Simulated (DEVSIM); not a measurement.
System: Ru/SiON/p-GaSb capacitor, at 300 K.

| layer (left to right) | material | thickness (nm) | Na (cm⁻³) |
|---|---|---|---|
| 1 | SiON | 2.90 | - |
| 2 | GaSb | 17000 | 1.3e15 |

Metal gate on the left, work function 4.7 eV. Fixed charge at the semiconductor interface 7.7e11 cm⁻² (in units of +e); interface traps 1e10 cm⁻² eV⁻¹, uniform in energy, neutral level at 0.5 of the gap above the valence band.

Constants are typed, rounded textbook-type inputs, not results; the design itself was drawn at random and stands for no fabricated device. Values at 300 K.

| parameter | SiON | GaSb |
|---|---|---|
| gap (eV) | 7 | 0.726 |
| affinity (eV) | 1.4 | 4.06 |
| permittivity | 5.5 | 15.7 |
| Nc (cm⁻³) | - | 2.1e17 |
| Nv (cm⁻³) | - | 1.8e19 |

Model (solved in DEVSIM): 1D Poisson equation in equilibrium, Boltzmann statistics, complete ionisation; no quantum confinement or tunnelling. Metal contacts follow the ideal Schottky-Mott rule: no Fermi-level pinning, no interface dipoles.

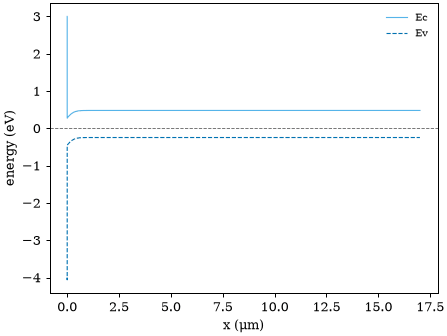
*Band edges at 0.3 V on the gate*

Energies count from the Fermi level of the right contact; mesh points crowd at the junctions.

```
x (μm)    Ec (eV)  Ev (eV)  n (cm⁻³)  p (cm⁻³)  field (V/cm)
--------  -------  -------  --------  --------  ------------
0.000       3.000   -4.000     < 1e2     < 1e2       -230000
0.001121    2.974   -4.026     < 1e2     < 1e2       -230000
0.002278    2.947   -4.053     < 1e2     < 1e2       -230000
0.003424    0.273   -0.453    5.4e12    4.5e11          7400
0.007257    0.276   -0.450    4.8e12    5.0e11          7300
0.01461     0.282   -0.444    3.9e12    6.1e11          7200
0.03282     0.294   -0.432    2.4e12    1.0e12          6900
0.1001      0.337   -0.389    4.5e11    5.3e12          5900
0.2393      0.405   -0.321    3.3e10    7.4e13          3900
0.5752      0.471   -0.255     2.6e9    9.3e14           630
1.386       0.479   -0.247     1.9e9    1.3e15           ≈ 0
4.385       0.479   -0.247     1.9e9    1.3e15           ≈ 0
10.07       0.479   -0.247     1.9e9    1.3e15           ≈ 0
14.03       0.479   -0.247     1.9e9    1.3e15           ≈ 0
16.10       0.479   -0.247     1.9e9    1.3e15           ≈ 0
16.61       0.479   -0.247     1.9e9    1.3e15           ≈ 0
16.84       0.479   -0.247     1.9e9    1.3e15           ≈ 0
16.94       0.479   -0.247     1.9e9    1.3e15           ≈ 0
16.98       0.479   -0.247     1.9e9    1.3e15           ≈ 0
17.00       0.479   -0.247     1.9e9    1.3e15           ≈ 0
17.00       0.479   -0.247     1.9e9    1.3e15           ≈ 0
17.00       0.479   -0.247     1.9e9    1.3e15           ≈ 0
```
